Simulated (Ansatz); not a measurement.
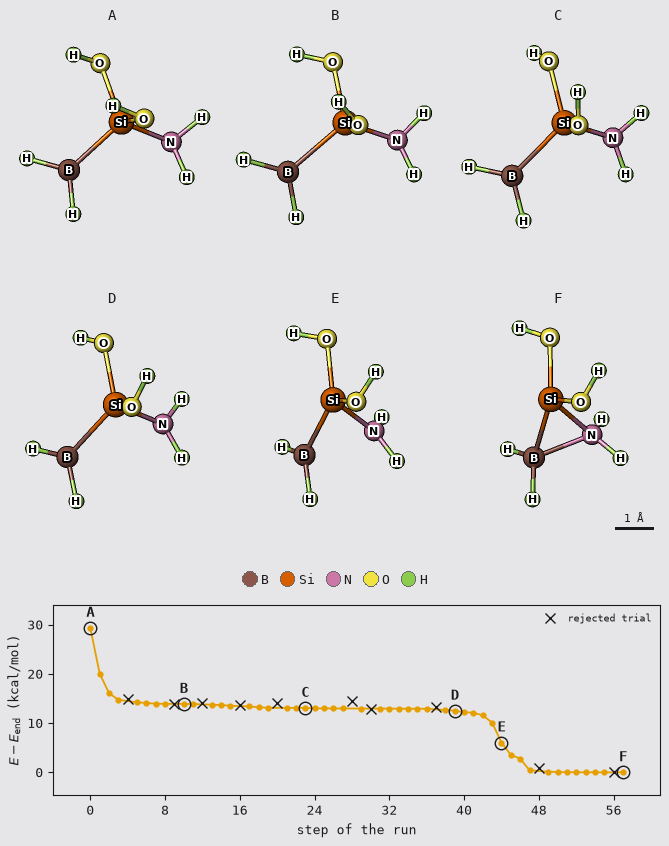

Frames of a relaxation of BSiNH₆O₂ (coarse preliminary run), marked on the history of the run. A ball-and-stick model, seen at a tilt.

The start comes from a force field.

Level of theory: RKS PBE-D4/def2-SVP (Ansatz).

Input file:
```yaml
crystal:
  periodic: [false, false, false]
  atoms:
    - {symbol: B, position_ang: [-0.836300, 1.386800, 0.008500]}
    - {symbol: Si, position_ang: [0.034600, -0.279300, -0.032400]}
    - {symbol: N, position_ang: [0.469600, -0.721800, 1.623700]}
    - {symbol: O, position_ang: [1.524300, -0.143000, -1.005400]}
    - {symbol: O, position_ang: [-0.999000, -1.490400, -0.691800]}
    - {symbol: H, position_ang: [-0.335300, 2.407500, 0.409100]}
    - {symbol: H, position_ang: [-1.967000, 1.512200, -0.397300]}
    - {symbol: H, position_ang: [1.225100, 0.012200, 1.957600]}
    - {symbol: H, position_ang: [1.026100, -1.610000, 1.616300]}
    - {symbol: H, position_ang: [1.119300, 0.059900, -1.886400]}
    - {symbol: H, position_ang: [-1.196100, -1.191100, -1.581300]}
basis:
  gaussian: {orbitals: def2-SVP}
hamiltonian: {xc: pbe, dispersion: d4}
relax: {f_tol: 0.03, max_steps: 200}
```

Launched with:
```bash
ansatz run in.yaml --threads 4 --pin off --events-out ev --progress --plain --max-ram 10444MiB
```

Describe the path.

Answer. The energy falls by 29.4 kcal/mol in 47 accepted moves (57 points after the start). Largest force component: 2.3 eV/Å at the start, 0.0047 eV/Å at the end. The line search rejected the trial steps at points 4, 9, 12, 16, 20, 28, 30, 37 and more of the run. The forces were under the threshold at step 10, but the run went on from there. The largest move after the best rigid fit is that of H9, 1.46 Å. Largest moves by element: H 1.46 Å, N 0.82 Å, Si 0.78 Å, O 0.73 Å, B 0.65 Å. Near-neighbour distances that change, for instance: B1–N3 2.960 → 1.654 Å, Si2–N3 1.769 → 1.917 Å, Si2–O4 1.785 → 1.673 Å, N3–H8 1.105 → 1.027 Å. Bond angles that change, for instance: B1–Si2–N3 108.4° → 50.6°, B1–Si2–O4 109.3° → 125.7°, B1–Si2–O5 110.7° → 126.9°. Cost: 49 s on 4 threads of Intel Xeon Platinum 8488C, with other jobs on the host. From step 0 to 10: H atoms move most (0.55 Å), energy −15.5 kcal/mol. From step 10 to 23: H7 moves most (0.57 Å), energy −0.82 kcal/mol. From step 23 to 39: H7 moves most (0.56 Å), energy −0.56 kcal/mol. From step 39 to 44: H atoms move most (0.83 Å), energy −6.45 kcal/mol. From step 44 to 57: B1 moves most (0.21 Å), energy −6.06 kcal/mol.

```csv
step,"E − E(0), kcal/mol","largest force component, eV/Å",note
0,0.00,2.3027,
1,-9.28,1.4406,
2,-13.26,1.0958,
3,-14.61,0.4342,
4,-14.47,0.5344,rejected
5,-15.14,0.1892,
6,-15.26,0.2530,
7,-15.40,0.1012,
8,-15.43,0.0836,
9,-15.43,0.4360,rejected
10,-15.47,0.0237,
12,-15.21,0.6502,rejected
15,-15.83,0.2148,
17,-15.97,0.1230,
20,-15.36,0.5270,rejected
22,-16.27,0.2691,
25,-16.35,0.0553,
27,-16.38,0.0312,
30,-16.39,0.0732,rejected
32,-16.41,0.0843,
35,-16.44,0.1832,
37,-16.00,0.4122,rejected
40,-17.13,0.3869,
42,-17.77,1.0164,
45,-25.80,0.9816,
47,-28.93,0.3541,
50,-29.30,0.0386,
52,-29.35,0.1324,
55,-29.36,0.0468,
57,-29.36,0.0047,
```
